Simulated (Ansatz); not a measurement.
# Calculations on C₄H₁₃AlSi

**1. Relaxation**

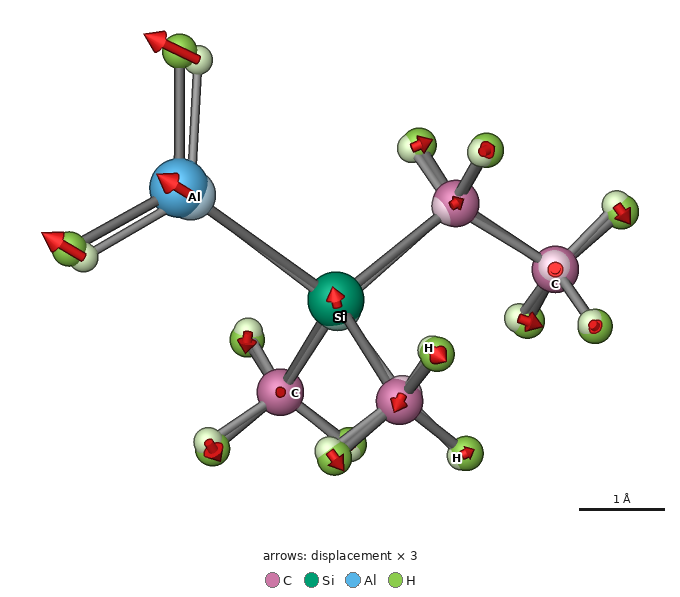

This is a relaxation of C4H13AlSi. The starting structure is drawn faded, the final one solid; red arrows show the displacements, 3 times their true length. The two geometries are superimposed by the best rigid fit.

A ball-and-stick model, seen at a tilt.

The run prepares an end point of a later path (torsion) calculation, from a guessed geometry.

The calculation used Ansatz, RKS B3LYP-D4/6-31G.

The input:
```yaml
crystal:
  periodic: [false, false, false]
  atoms:
    - { symbol: C, position_ang: [1.7686, -0.3089, -1.5293] }
    - { symbol: C, position_ang: [1.414, 0.3877, -0.2] }
    - { symbol: Si, position_ang: [-0.3821, 0.0729, 0.3336] }
    - { symbol: C, position_ang: [-0.5763, -1.7506, 0.5415] }
    - { symbol: C, position_ang: [-1.5518, 0.7671, -0.9126] }
    - { symbol: Al, position_ang: [-0.6933, 1.1457, 2.4254] }
    - { symbol: H, position_ang: [1.6168, -1.3625, -1.4713] }
    - { symbol: H, position_ang: [2.8104, -0.0341, -1.8329] }
    - { symbol: H, position_ang: [1.0572, 0.1587, -2.2887] }
    - { symbol: H, position_ang: [2.1096, -0.0104, 0.596] }
    - { symbol: H, position_ang: [1.5632, 1.4874, -0.2576] }
    - { symbol: H, position_ang: [-1.6547, -1.9179, 0.9568] }
    - { symbol: H, position_ang: [0.0428, -2.1566, 1.2377] }
    - { symbol: H, position_ang: [-0.5773, -2.2519, -0.4212] }
    - { symbol: H, position_ang: [-1.4458, 0.2272, -1.8582] }
    - { symbol: H, position_ang: [-2.5826, 0.6772, -0.5007] }
    - { symbol: H, position_ang: [-1.3353, 1.8828, -1.0405] }
    - { symbol: H, position_ang: [0.4875, 1.9609, 3.1261] }
    - { symbol: H, position_ang: [-2.1127, 1.021, 3.1523] }
basis:
  gaussian: { orbitals: "6-31G" }
hamiltonian:
  xc: b3lyp
  dispersion: d4
relax:
  f_tol: 0.015
  max_steps: 40
```

Command:
```bash
ansatz run input.yaml --threads 1 --pin off --max-ram 2048MiB --backend cpu --events-out ev --progress --plain --runs-dir out
```

Which element moves most?

Hydrogen: up to 0.27 Å, against 0.18 Å for aluminium.

What happened in the run?

After 5 accepted moves (7 points after the start) the energy has fallen by 0.694 eV. The largest force component goes from 4.7 to 0.007 eV/Å. The line search rejected the trial steps at points 2, 4 of the run. The atom that moves furthest after the best rigid fit is H18 (0.27 Å). By element the largest moves are H 0.27 Å, Al 0.18 Å, Si 0.09 Å, C 0.09 Å. Near-neighbour distances that change, for instance: Si3–Al6 2.371 → 2.478 Å, Si3–C5 1.845 → 1.932 Å, Si3–C4 1.846 → 1.932 Å, C4–H13 1.016 → 1.096 Å. Bond angles that change, for instance: C2–C1–H9 104.2° → 111.4°, H13–C4–H14 115.1° → 108.0°, H7–C1–H8 112.9° → 107.4°.

**2. Relaxation**

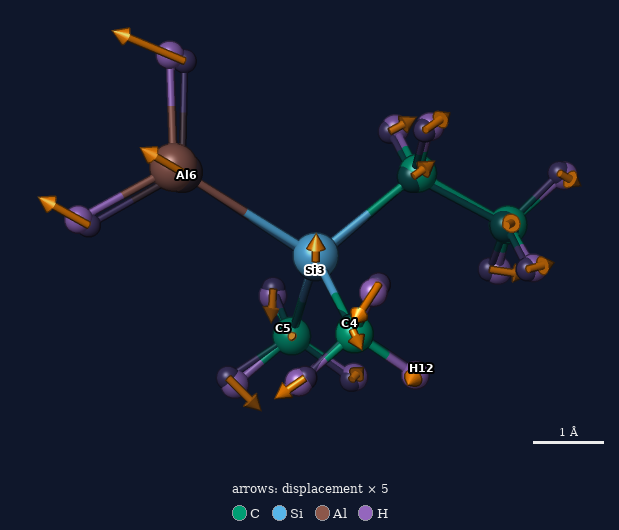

This is a relaxation of C₄H₁₃AlSi. The starting structure is drawn faded, the final one solid; orange arrows show the displacements, 5 times their true length. The two geometries are superimposed by the best rigid fit.

Style: ball-and-stick. Shown at a tilt.

The run prepares an end point of a later path (torsion) calculation, from a guessed geometry.

Method: RKS B3LYP-D4/6-31G in Ansatz 0.2.0.

The input:
```yaml
crystal:
  periodic: [false, false, false]
  atoms:
    - { symbol: C, position_ang: [1.7686, -0.3089, -1.5293] }
    - { symbol: C, position_ang: [1.414, 0.3877, -0.2] }
    - { symbol: Si, position_ang: [-0.3821, 0.0729, 0.3336] }
    - { symbol: C, position_ang: [-0.5763, -1.7506, 0.5415] }
    - { symbol: C, position_ang: [-1.5518, 0.7671, -0.9126] }
    - { symbol: Al, position_ang: [-0.6933, 1.1457, 2.4254] }
    - { symbol: H, position_ang: [1.6168, -1.3625, -1.4713] }
    - { symbol: H, position_ang: [2.8104, -0.0341, -1.8329] }
    - { symbol: H, position_ang: [1.0572, 0.1587, -2.2887] }
    - { symbol: H, position_ang: [2.1096, -0.0104, 0.596] }
    - { symbol: H, position_ang: [1.5632, 1.4874, -0.2576] }
    - { symbol: H, position_ang: [-0.42753, -2.21681, -0.51865] }
    - { symbol: H, position_ang: [-1.50738, -2.03797, 0.83017] }
    - { symbol: H, position_ang: [0.23578, -2.16129, 1.13306] }
    - { symbol: H, position_ang: [-1.4458, 0.2272, -1.8582] }
    - { symbol: H, position_ang: [-2.5826, 0.6772, -0.5007] }
    - { symbol: H, position_ang: [-1.3353, 1.8828, -1.0405] }
    - { symbol: H, position_ang: [0.4875, 1.9609, 3.1261] }
    - { symbol: H, position_ang: [-2.1127, 1.021, 3.1523] }
basis:
  gaussian: { orbitals: "6-31G" }
hamiltonian:
  xc: b3lyp
  dispersion: d4
relax:
  f_tol: 0.015
  max_steps: 40
output:
  orbitals: {}
```

Launched with:
```bash
ansatz run input.yaml --threads 1 --pin off --max-ram 2048MiB --backend cpu --events-out ev --progress --plain --runs-dir out
```

Atoms of which element are displaced furthest, and by how much?

Answer. Hydrogen: up to 0.25 Å, against 0.16 Å for aluminium.

What did the optimiser do to the structure, and how much energy did it gain?

Answer. Over 5 accepted moves (7 points after the start) the energy falls by 0.679 eV. The largest force component goes from 3.4 to 0.0065 eV/Å. The line search rejected the trial steps at points 2, 6 of the run. The largest move after the best rigid fit is that of H18, 0.25 Å. Largest moves by element: H 0.25 Å, Al 0.16 Å, C 0.10 Å, Si 0.09 Å. Near-neighbour distances that change, for instance: Si3–Al6 2.371 → 2.479 Å, Si3–C5 1.845 → 1.932 Å, Si3–C4 1.846 → 1.932 Å, C4–H13 1.016 → 1.095 Å. Bond angles that change, for instance: C2–C1–H9 104.2° → 111.4°, H13–C4–H14 115.1° → 108.3°, H7–C1–H8 112.9° → 107.4°.

**3. Path**

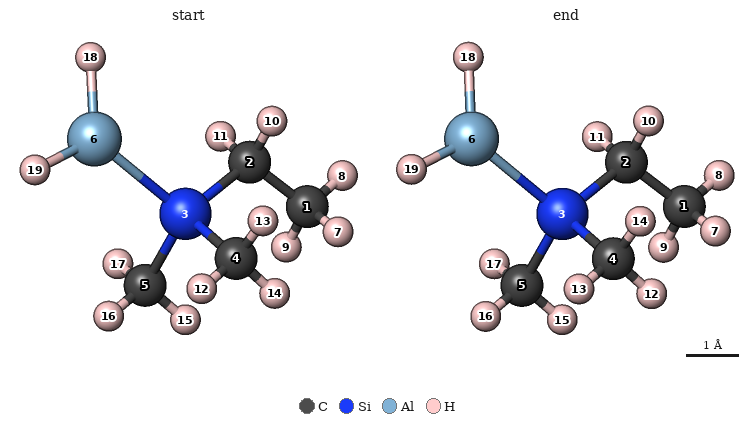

The two relaxed end points of a path for C4H13AlSi. Style: ball-and-stick. Shown at a tilt.

The calculation used Ansatz 0.2.0, RKS B3LYP-D4/6-31G.

The input:
```yaml
crystal:
  periodic: [false, false, false]
  atoms:
    - { symbol: C, position_ang: [1.762801, -0.279457, -1.583513] }
    - { symbol: C, position_ang: [1.470326, 0.389349, -0.226607] }
    - { symbol: Si, position_ang: [-0.339487, 0.1093, 0.404538] }
    - { symbol: C, position_ang: [-0.65035, -1.792095, 0.54884] }
    - { symbol: C, position_ang: [-1.563304, 0.793941, -0.924453] }
    - { symbol: Al, position_ang: [-0.731692, 1.213637, 2.58843] }
    - { symbol: H, position_ang: [1.620861, -1.365764, -1.533464] }
    - { symbol: H, position_ang: [2.796237, -0.098079, -1.905315] }
    - { symbol: H, position_ang: [1.102232, 0.104804, -2.370115] }
    - { symbol: H, position_ang: [2.164225, 0.012445, 0.537429] }
    - { symbol: H, position_ang: [1.648713, 1.471534, -0.292852] }
    - { symbol: H, position_ang: [-1.669185, -1.99644, 0.895561] }
    - { symbol: H, position_ang: [0.050917, -2.260151, 1.248848] }
    - { symbol: H, position_ang: [-0.522007, -2.268883, -0.430303] }
    - { symbol: H, position_ang: [-1.418106, 0.26688, -1.87506] }
    - { symbol: H, position_ang: [-2.602832, 0.649119, -0.610814] }
    - { symbol: H, position_ang: [-1.403811, 1.863549, -1.101579] }
    - { symbol: H, position_ang: [0.405582, 2.062749, 3.357124] }
    - { symbol: H, position_ang: [-2.16292, 1.119262, 3.329705] }
basis:
  gaussian: { orbitals: "6-31G" }
hamiltonian:
  xc: b3lyp
  dispersion: d4
neb:
  order_check: false
  images: 5
  f_tol: 0.03
  max_iterations: 33
  initial_path: idpp
  final_atoms:
    - { symbol: C, position_ang: [1.71962131, -0.27508588, -1.62929005] }
    - { symbol: C, position_ang: [1.46096446, 0.39228002, -0.26468091] }
    - { symbol: Si, position_ang: [-0.33024646, 0.10575115, 0.41453432] }
    - { symbol: C, position_ang: [-0.63661593, -1.79671916, 0.55208969] }
    - { symbol: C, position_ang: [-1.59174214, 0.79861693, -0.87432304] }
    - { symbol: Al, position_ang: [-0.65438268, 1.20256596, 2.61362245] }
    - { symbol: H, position_ang: [1.59014733, -1.36270291, -1.57402279] }
    - { symbol: H, position_ang: [2.74121747, -0.08351161, -1.98165746] }
    - { symbol: H, position_ang: [1.03212146, 0.10183775, -2.39622412] }
    - { symbol: H, position_ang: [2.17684147, 0.0180093, 0.48016059] }
    - { symbol: H, position_ang: [1.63313259, 1.47526236, -0.33520696] }
    - { symbol: H, position_ang: [-0.53831054, -2.26434815, -0.43495913] }
    - { symbol: H, position_ang: [-1.64445873, -2.00449505, 0.92752298] }
    - { symbol: H, position_ang: [0.08532133, -2.27134725, 1.22606949] }
    - { symbol: H, position_ang: [-1.47060873, 0.28170849, -1.83380009] }
    - { symbol: H, position_ang: [-2.62154907, 0.64590187, -0.53351066] }
    - { symbol: H, position_ang: [-1.44207688, 1.87061233, -1.04491956] }
    - { symbol: H, position_ang: [0.51300724, 2.04049334, 3.34900377] }
    - { symbol: H, position_ang: [-2.06418349, 1.12087053, 3.3959915] }
```

Command:
```bash
ansatz run input.yaml --threads 1 --pin off --max-ram 2048MiB --backend cpu --events-out ev --progress --plain --runs-dir out
```

### What barrier does the band find between them, and by what path?

The two ends have the same energy, and the highest point, image 3, lies 5.68 kJ/mol above the start. The motion is a rotation about the Si3–C4 bond by about 120°. No bond forms or breaks between the ends. The band converged in 5 iterations, with a climbing image at the top. At the top, the vibrational analysis gives one imaginary mode (152i cm⁻¹), as a transition state must have.

Energies of the converged images:

| image | path (Å) | E (kJ/mol) |
| --- | --- | --- |
| 0 | 0.00 | 0.00 |
| 1 | 0.61 | 1.37 |
| 2 | 1.22 | 4.23 |
| 3 | 1.84 | 5.68 |
| 4 | 2.44 | 4.27 |
| 5 | 3.05 | 1.42 |
| 6 | 3.65 | 0.00 |

The geometry at the top of the path:

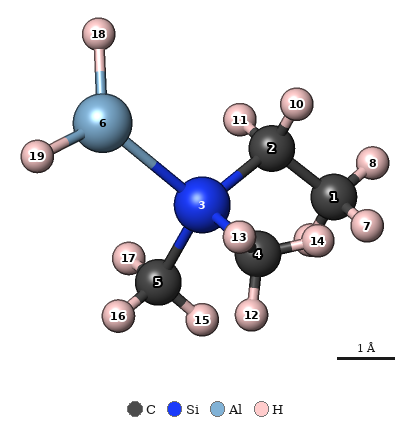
